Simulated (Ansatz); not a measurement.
System: a (001) slab cut from HfO2 (P2_1/c), of composition Hf8GeH4O16 (not the bulk's), ended by O planes, 29 atoms in the cell; a = 5.13 Å, b = 5.20 Å, c = 30.18 Å, α = 90.00°, β = 90.00°, γ = 90.00°.

Level of theory: DFT PBE+D3(BJ), scalar-relativistic, plane waves, PAW, no spin polarisation, 3×3×1 k mesh, 420 eV cutoff, Gaussian smearing of 0.05 eV; code Ansatz 0.2.0.

What does the potential across the slab give for the work function?

The work function is 5.91 eV at the right face and 8.19 eV at the left. The vacuum level is 2.28 eV higher at the left than at the right, so the slab carries a dipole along its normal; the ramp in the vacuum, at or near the edge of the plot, is the dipole correction that keeps each side flat. Some atoms were held fixed in the relaxation, which can itself make the faces differ. The outermost atoms are 12.8 Å apart, which leaves 17.4 Å of vacuum in a cell 30.2 Å high.

The run may have settled in a state above the lowest, so this need not be the ground state. Spin-orbit coupling is left out, which matters for Hf.

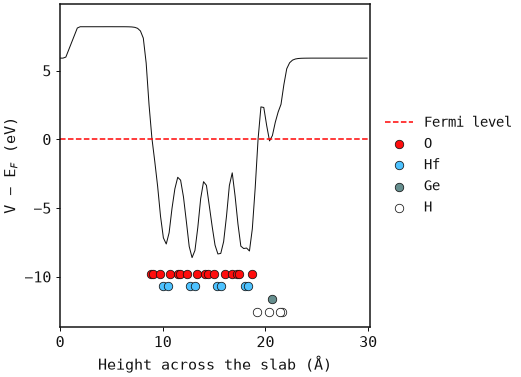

Plane-averaged electrostatic potential energy of an electron across the slab; circles at the bottom mark the heights of the atoms (positions after relaxation).
